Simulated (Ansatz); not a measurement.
## Electronic structure of FHO$_{2}$SiTe in real space

Input

```
crystal:
  periodic: [false, false, false]
  atoms:
    - {symbol: F, position_ang: [-2.818196, 2.768707, 0.263386]}
    - {symbol: O, position_ang: [-0.112104, 2.962743, 0.386860]}
    - {symbol: O, position_ang: [-1.141272, 0.771829, 1.022514]}
    - {symbol: Si, position_ang: [-1.509035, 2.403961, 1.125866]}
    - {symbol: Te, position_ang: [0.622752, 1.094929, 0.065526]}
    - {symbol: H, position_ang: [-1.746362, 2.910856, 2.488752]}
basis:
  gaussian:
    orbitals: def2-TZVPD
hamiltonian:
  xc: {name: PBE0}
output:
  forces: true
  orbitals: {seedname: orbitals}
```

Launched as:

```sh
ansatz run input.yaml --threads 1 --pin off --max-ram 2610MiB --events-out events.jsonl --progress --plain --runs-dir runs
```

Geometry: PBE0-D3(BJ)/def2-SVP; core potentials replace the inner electrons of Te.

Theory: isolated molecule in a Gaussian basis; Kohn-Sham density functional theory, functional PBE0 (Ansatz).

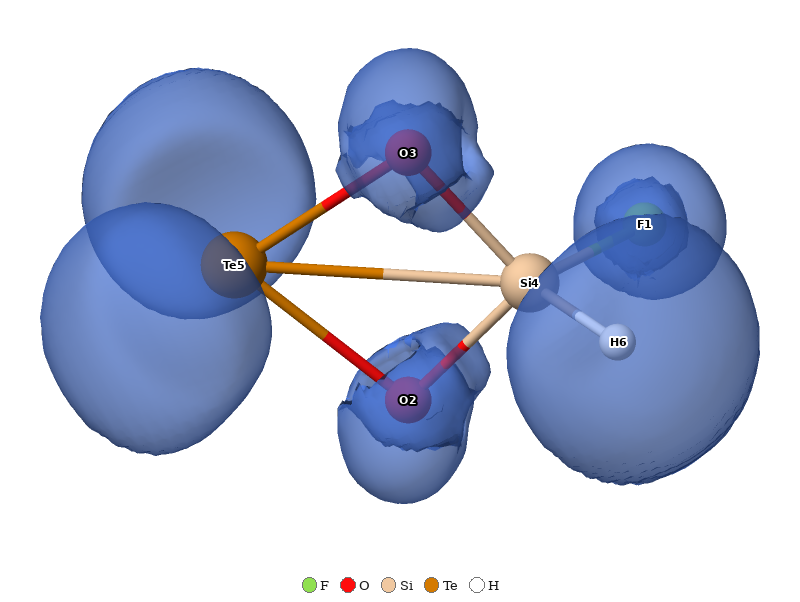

Figure 1. Isosurface of the electron localisation function at 0.8 (blue), seen at a tilt. Core shells and regions of very low density are left out.

Q: What do the ELF domains correspond to?

A: The ELF exceeds this value in one region around a hydrogen nucleus, two lobes on Te, pointing away from the bonds (lone pairs), one region wrapped around F (its lone pairs, merged into a ring or cap) and two regions wrapped around O (its lone pairs, merged into a ring or cap). Profiles from the grid: Si–F (1.61 Å): the ELF peaks at about 0.85 in the valence shell of F, 0.6 Å from its nucleus, and is about 0.55 at the midpoint. Si–O (1.68 Å): the ELF peaks at about 0.85 between the atoms, as expected for a shared but strongly polarised pair.

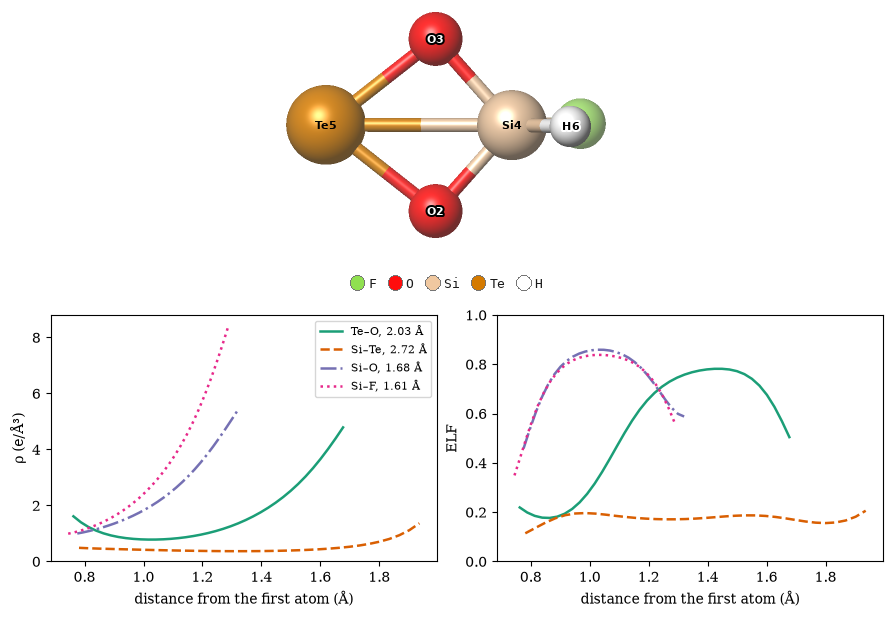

Figure 2. Electron density and electron localisation function along straight lines between neighbouring atoms. The curves leave out the atomic cores. The structure is drawn too.

Q: Compare the contacts.

A: Te–O (2.03 Å): ρ at the midpoint is about 0.78 e/Å³; the ELF peaks at about 0.80 in the valence shell of O, 0.6 Å from its nucleus, and drops to about 0.20 between the two atoms.
Si–Te (2.72 Å): ρ at the midpoint is about 0.37 e/Å³; the ELF is about 0.15 at the midpoint.
Si–O (1.68 Å): ρ at the midpoint is about 1.1 e/Å³; the ELF peaks at about 0.85 between the atoms; a polar covalent bond.
Si–F (1.61 Å): ρ at the midpoint is about 1.2 e/Å³; the ELF peaks at about 0.85 in the valence shell of F, 0.6 Å from its nucleus, and is about 0.55 at the midpoint.

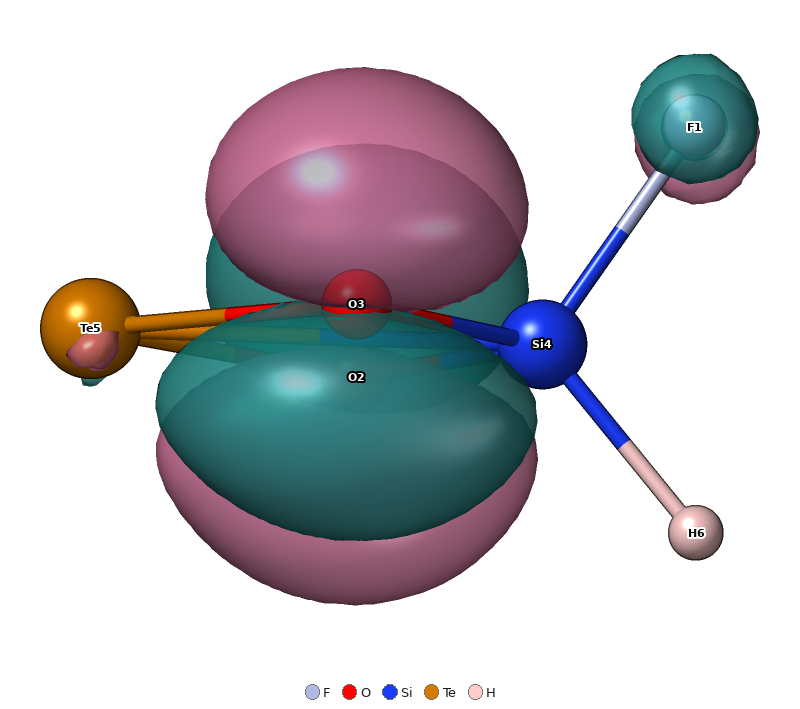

Figure 3. The HOMO−1 at ±0.1 Å⁻³ᐟ² (teal and pink are the two phases), seen from one side.

Q: Describe this orbital and give its energy.

A: Its weight (Hirshfeld) is mainly on O2 (about 40 %) and O3 (about 40 %); largely a combination of lone pairs on O2 and O3. Its energy is −9.67 eV.
